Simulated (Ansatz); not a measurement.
Response to strain in FeGe

The reference is FeGe (space group P6/mmm, No. 191; a = 4.991 Å, c = 4.116 Å; ferromagnetic; a cell from a computed database, its experimental status unchecked). Axes: x lies along a and z along c of the hexagonal cell.

Strains are applied to the cell and any free atomic positions relax; under biaxial strain the out-of-plane vector relaxes too.

All numbers come from Ansatz (a program for electronic structure) r2SCAN, scalar-relativistic without spin-orbit coupling, earlier PAW set.

Notes on the quantities. pressure: mean of the normal stresses, compression positive.

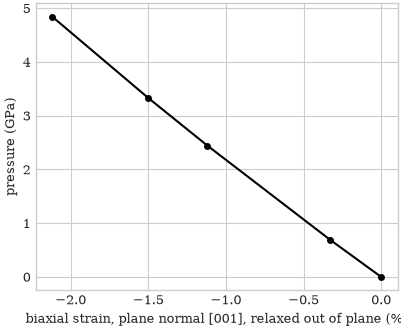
Figure. Pressure against biaxial strain, plane normal [001], relaxed out of plane

```tsv
biaxial strain, plane normal [001], relaxed out of plane (%)	pressure
-2.12	4.8 GPa
-1.5	3.3 GPa
-1.12	2.4 GPa
-0.33	0.7 GPa
```

Other magnetic orders, which the real material may have, were not ruled out. Without a gap, meshes like the base's 11×11×11 leave anisotropic stresses uncertain by several tenths of a GPa, and small strain energies with them. Whether these cells are dynamically stable was not tested.
